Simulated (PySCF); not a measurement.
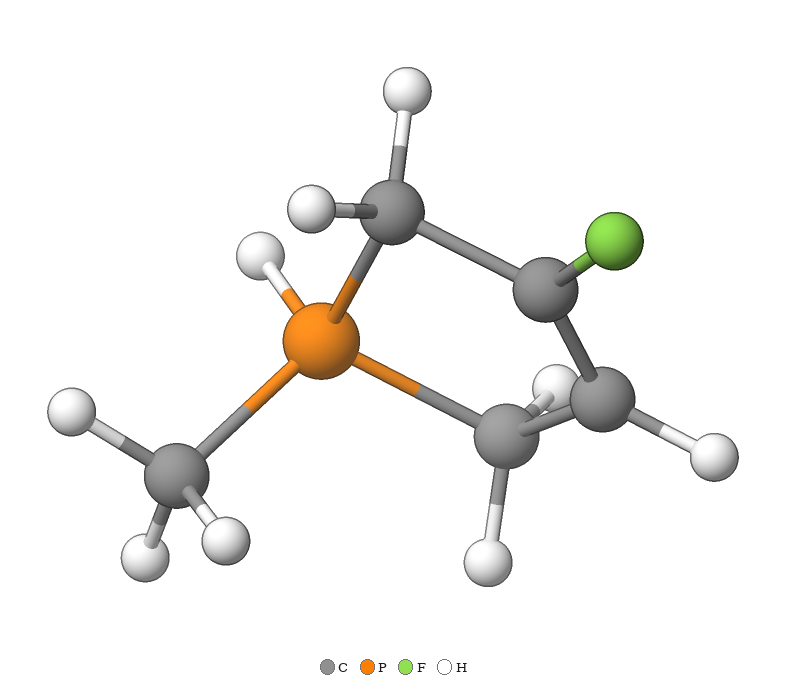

A ball-and-stick model of a molecule. Every bond is drawn as one stick, whatever its order.

Charge +1, singlet. The computed structure is the end point of a PBE0-D3(BJ)/def2-SVP optimisation. No frequency run is at hand to confirm it as a minimum.

Identify the structure.

It has 16 atoms: 5 carbon, 9 hydrogen, 1 fluorine and 1 phosphorus (C5H9FP(+)). As SMILES it reads `C[P@@H+]1CC=C(F)C1`. Independent rings (smallest set): 1 of 5 members. Among its groups: alkene, C–F bond. The point group is C1. Coordination: 3 C tetrahedral; 1 P tetrahedral; 2 C trigonal planar.

More results for the same structure follow; atom numbers are the same in all pictures, views and colours differ.

Core levels

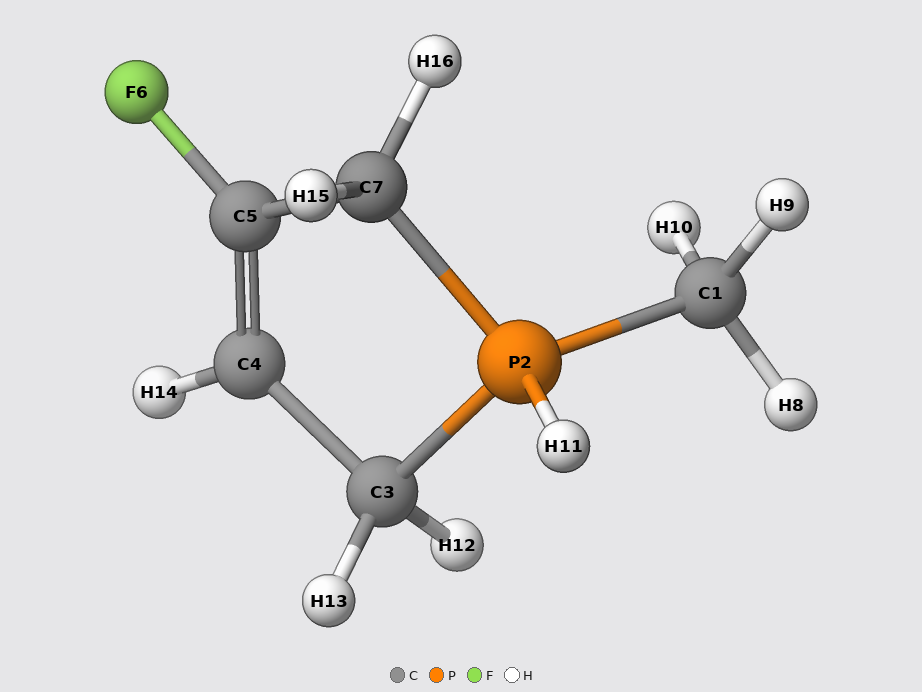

No frequency run is at hand to confirm it as a minimum. Method: delta-SCF UKS SCAN, pcX-2 on the ionised atom, pcseg-1 elsewhere, spin-free X2C (PySCF 2.14.0).

Give the core-electron binding energies (to vacuum; p and d levels without spin–orbit splitting) of C1 1s, P2 1s, P2 2p, C3 1s, C4 1s, C5 1s, F6 1s, C7 1s.

```tsv
atom	level	binding energy (eV)
C1	1s	296.4
P2	1s	2157.4
P2	2p	144.0
C3	1s	296.3
C4	1s	295.1
C5	1s	297.6
F6	1s	697.4
C7	1s	296.4
```

NMR shielding

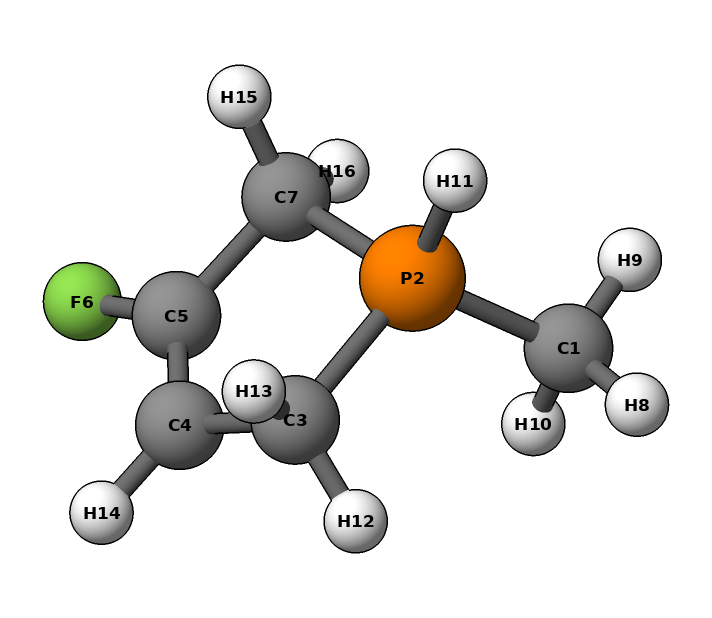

No frequency run is at hand to confirm it as a minimum. Properties computed with GIAO HF/pcSseg-1 NMR shielding, non-relativistic, gas phase (PySCF 2.14.0). Principal shieldings σ11 ≤ σ22 ≤ σ33, span Ω = σ33 − σ11, skew κ = 3(σiso − σ22)/Ω.

Give the shielding tensors of the F atoms.

```tsv
atom	σ11	σ22	σ33	σiso	Ω	κ
F6	228.8	313.6	427.8	323.4	198.9	0.15
```

Shieldings and span in ppm.

Ring current

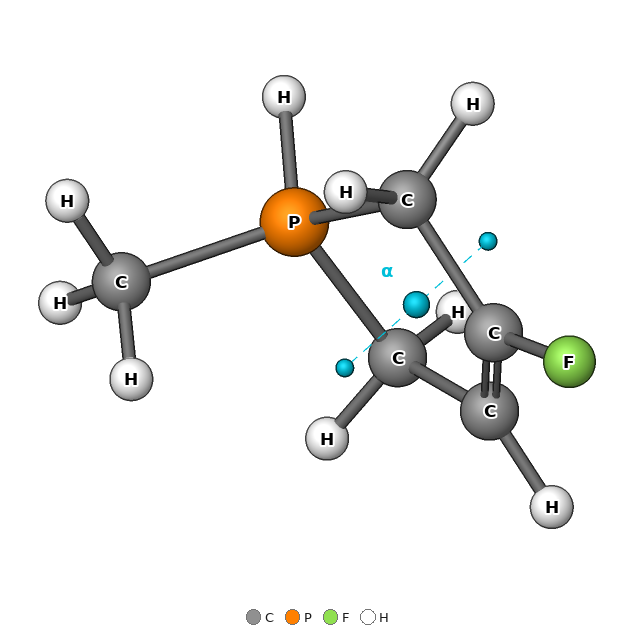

The small points mark where nucleus-independent chemical shifts (NICS) were computed: at the centre of each lettered ring and 1 Å above and below it. No frequency run is at hand to confirm it as a minimum. Level of theory: GIAO HF/pcSseg-1 NMR shielding, non-relativistic, gas phase (PySCF 2.14.0).

Give NICS(0), NICS(1) and the out-of-plane component NICS(1)zz for each ring (means of the two sides).

| ring | members | NICS(0) | NICS(1) | NICS(1)zz |
| --- | --- | --- | --- | --- |
| α | C4P | −6.1 | −4.2 | −2.6 |

Values in ppm.

What do the values say about the ring currents?

Answer. Ring α: weak, as in a non-aromatic ring. NICS is one index among several.
